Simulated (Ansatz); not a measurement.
# SiH$_{4}$···CH$_{4}$N (doublet): what the fields show

Input

```
crystal:
  periodic: [false, false, false]
  atoms:
    - {symbol: H, position_ang: [-0.923827, -1.970591, -0.598661]}
    - {symbol: C, position_ang: [0.642013, 0.651369, -1.093210]}
    - {symbol: N, position_ang: [0.955879, 1.660912, -0.205494]}
    - {symbol: Si, position_ang: [-0.921996, -1.337658, 0.742597]}
    - {symbol: H, position_ang: [-0.144654, 0.855283, -1.807426]}
    - {symbol: H, position_ang: [1.447594, -0.007705, -1.388643]}
    - {symbol: H, position_ang: [0.174834, 2.190119, 0.149911]}
    - {symbol: H, position_ang: [1.603446, 1.414395, 0.526885]}
    - {symbol: H, position_ang: [-1.658477, -2.241244, 1.674628]}
    - {symbol: H, position_ang: [0.457360, -1.180980, 1.269031]}
    - {symbol: H, position_ang: [-1.632173, -0.033899, 0.730382]}
basis:
  gaussian: {orbitals: def2-TZVPP}
magnetization: {spin_polarized: true, initial_magnetization: 1}
hamiltonian: {xc: pbe0, dispersion: d4}
output: {orbitals: {seedname: orbitals}}
```

Launched as:

```sh
ansatz run in.yaml --threads 4 --pin off --events-out ev --progress --plain --max-ram 9574MiB
```

The product side of a reaction path; geometry: PBE0-D4/def2-TZVP.

Method: UKS PBE0-D4/def2-TZVPP (Ansatz).

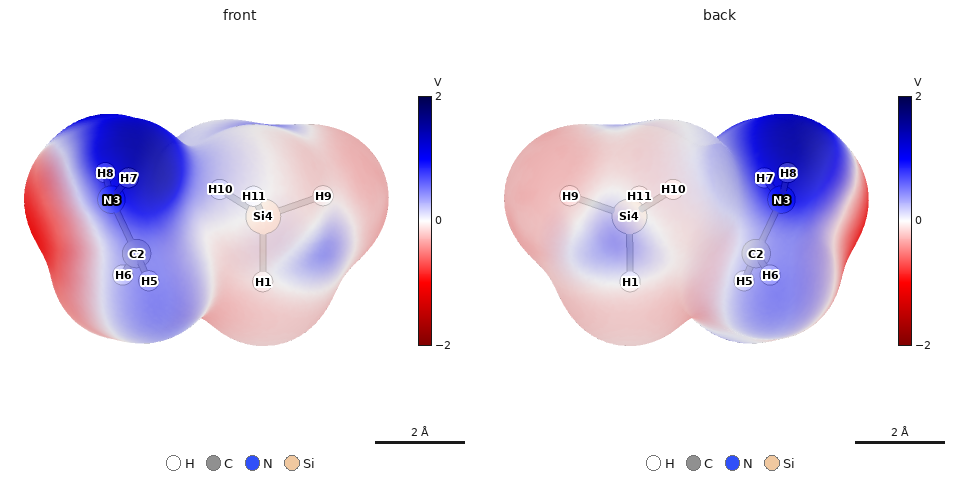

Figure 1. The molecular electrostatic potential painted on the density surface at 0.001 e/bohr³, seen from the front and from behind; the colour scale runs from red (negative) to blue (positive).

### Where is the surface potential most negative and most positive?

The most negative region (about −0.9 V, or −21 kcal/mol for a unit charge) lies over N3, the most positive (about +1.5 V, or +35 kcal/mol for a unit charge) over H7 and H8.

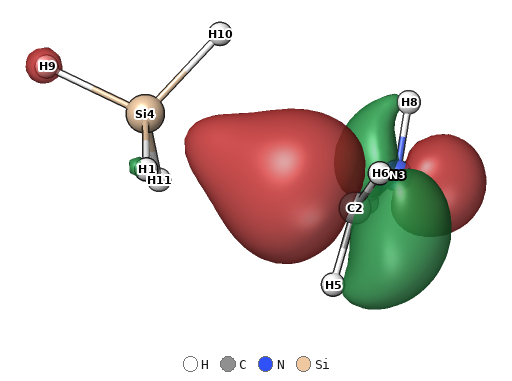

Figure 2. The LUMO (β) at ±0.15 Å⁻³ᐟ² (green and red are the two phases), seen at an oblique angle.

### What is the character of this orbital?

Its weight (Hirshfeld) is mainly on C2 (about 45 %), N3 (about 20 %) and Si4 (about 10 %). Its energy is −0.64 eV.
